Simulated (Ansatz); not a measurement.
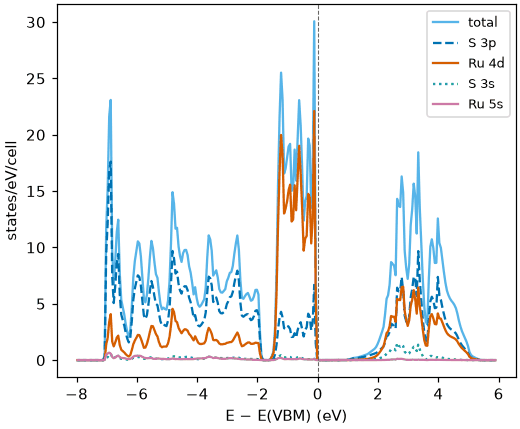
*Total and projected density of states of RuS2 in space group Pa-3 (No. 205; Ru on 4a, S on 8c), the program Ansatz at the r²SCAN level (PAW)*

Q: Which orbitals carry the states next to the gap?

A: Top 1 eV of the valence band: Ru 4d 79 %, S 3p 17 %. Bottom 1 eV of the conduction band: S 3p 67 %, Ru 4d 19 %, S 3s 5 %, outside the projected shells 9 %. Projections are on Löwdin-orthogonalised atomic valence shells; empty p or d shells of many metals are not among them.

The r²SCAN relaxation kept the symmetry of its start. The run is not spin-polarised. Spin–orbit coupling is left out wherever it is not named.

Potentials: the earlier of the program's two PAW sets.
